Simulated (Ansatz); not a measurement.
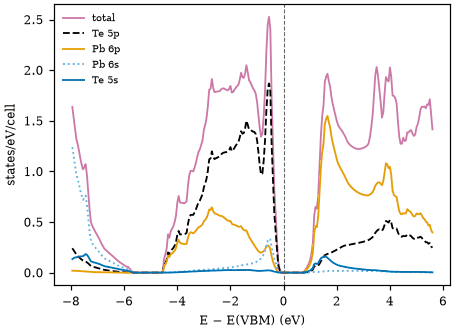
*Total and projected density of states of TePb (rock salt, Fm-3m), DFT-PBEsol in the program Ansatz with PAW potentials*

**Question.** Which orbitals carry the states next to the gap?

**Answer.** Top 1 eV of the valence band: Te 5p 74 %, Pb 6s 12 %, Pb 6p 12 %. Bottom 1 eV of the conduction band: Pb 6p 75 %, Te 5s 11 %, Te 5p 9 %. Projections are on Löwdin-orthogonalised atomic valence shells; empty p or d shells of many metals are not among them.

**Question.** Where is the tallest occupied peak in this window, and what makes it?

**Answer.** Near -0.5 eV, about 2.5 states/eV per cell; the largest projected share is Te 5p.

The cell was relaxed with PBEsol under the symmetry of its start. Scalar-relativistic: spin–orbit coupling is off unless named, which matters more the heavier the elements.

Potentials: the later of the program's two PAW sets.
